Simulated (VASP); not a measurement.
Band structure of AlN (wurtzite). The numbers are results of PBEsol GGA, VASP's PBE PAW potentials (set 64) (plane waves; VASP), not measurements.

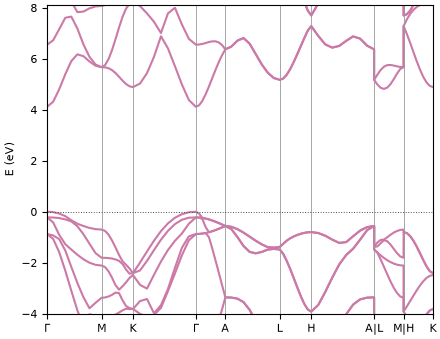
Figure. Bands along high-symmetry lines, zero at the valence-band maximum or, without a gap, the Fermi level

Question: Read the plot: is there a gap, and where are the band edges?

Answer: The gap is direct, 4.11 eV, from the valence maximum at Γ to the conduction minimum at Γ. (Edges off the drawn lines would not show.)

Measured: gap 6.51 eV (computed value off by -2.40 eV), as given by Martin Feneberg et al., Physical Review B (2010), doi:10.1103/physrevb.82.075208 [zero-point renormalisation of 0.417 eV (from the measured temperature dependence, row gaps:miglio2020:AlN_wz:gap_zpr, arXiv:2011.12765) added back].

The compound is AlN in the wurtzite structure. It was relaxed first.
